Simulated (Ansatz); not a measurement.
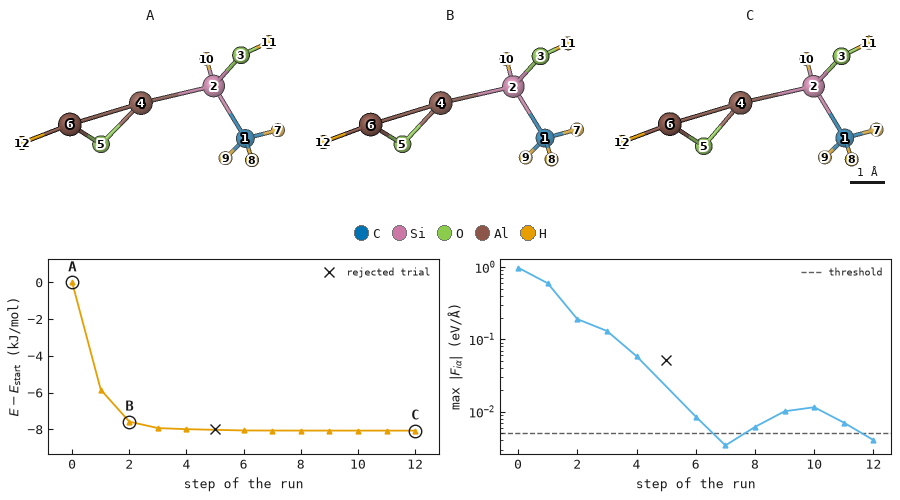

Frames of a relaxation of CH₆Al₂O₂Si, marked on the history of the run. Style: ball-and-stick. Shown at a tilt.

The start comes from PBE-D4/def2-SVP.

Method: RKS PBE0-D4/def2-TZVP in Ansatz. (force threshold 0.005 eV/Å; at most 150 steps)

Question: What happens along the run?

Answer: The energy falls by 8.07 kJ/mol in 11 accepted moves (12 points after the start). Largest force component: 0.98 eV/Å at the start, 0.0041 eV/Å at the end. The line search rejected the trial step at point 5 of the run. The forces were under the threshold at step 7, but the run went on from there. The atom that moves furthest after the best rigid fit is O5 (0.14 Å). Largest moves by element: O 0.14 Å, H 0.06 Å, Al 0.06 Å, C 0.02 Å, Si 0.02 Å. Among the contacts that change: O5–Al6 1.775 → 1.735 Å, Al4–O5 1.776 → 1.739 Å, Si2–O3 1.697 → 1.661 Å, Al4–Al6 2.399 → 2.367 Å. Among the angles between lasting bonds that change: Si2–O3–H11 114.9° → 117.5°. From step 0 to 2: H12 moves most (0.05 Å), energy −7.58 kJ/mol. From step 2 to 12: O5 moves most (0.10 Å), energy −0.49 kJ/mol.
